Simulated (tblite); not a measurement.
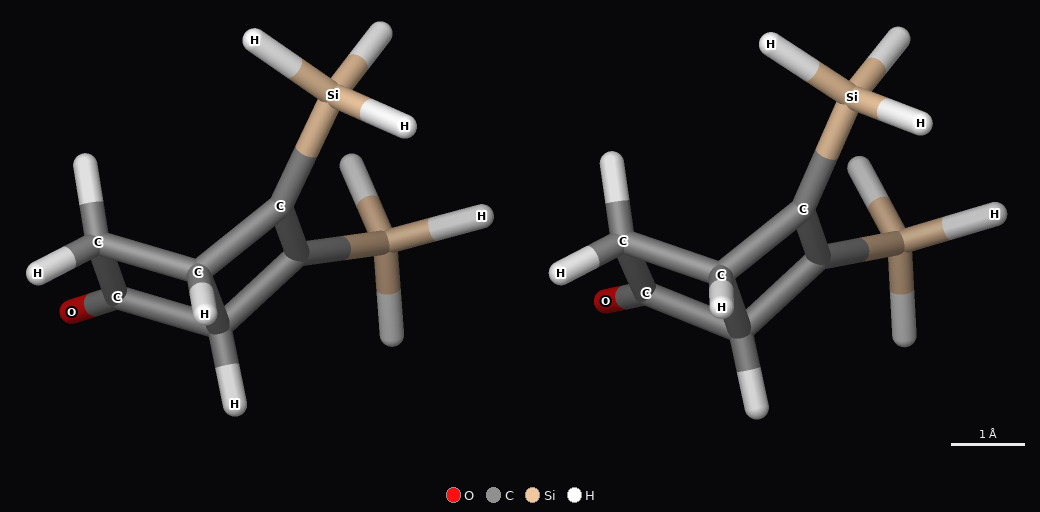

Two geometries of C$_{6}$H$_{10}$OSi$_{2}$, drawn at one scale. One is the start of a relaxation, the other its converged end. Style: stick. Shown from a free direction.

These are results of GFN2-xTB geometry optimisation, gas phase in tblite, not measurements. 

Which of the two is the end point?

The right one is the relaxed one. The largest move after the best rigid fit is that of the O atom, 0.25 Å. Largest moves by element: O 0.25 Å, H 0.18 Å, C 0.14 Å, Si 0.08 Å. Some distances before and after: C–C 1.558 → 1.516 Å, C–Si 1.904 → 1.869 Å, H–Si 1.487 → 1.467 Å, C–C 1.527 → 1.545 Å. Bond angles that change, for instance: C–C–H 117.4° → 127.0°, C–C–H 115.9° → 124.0°, C–C–C 115.3° → 109.2°. The energy falls by 4.36 kcal/mol in 46 geometry steps.
